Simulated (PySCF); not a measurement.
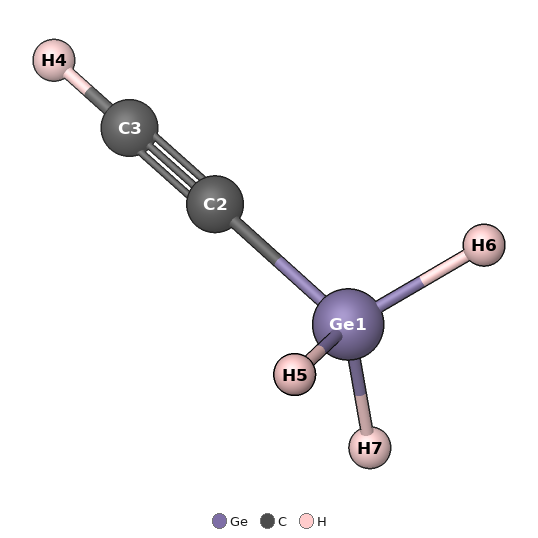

Computed geometry: PBE0-D3(BJ)/def2-SVP optimisation. No frequency run is at hand to confirm it as a minimum. Method: delta-SCF UKS SCAN, pcX-2 on the ionised atom (unc-x2c-TZVPall on a metal), pcseg-1 elsewhere, spin-free X2C (PySCF 2.14.0).

Give the core-electron binding energies (to vacuum) of C2 1s, C3 1s.

| atom | level | binding energy (eV) |
| --- | --- | --- |
| C2 | 1s | 290.4 |
| C3 | 1s | 290.5 |
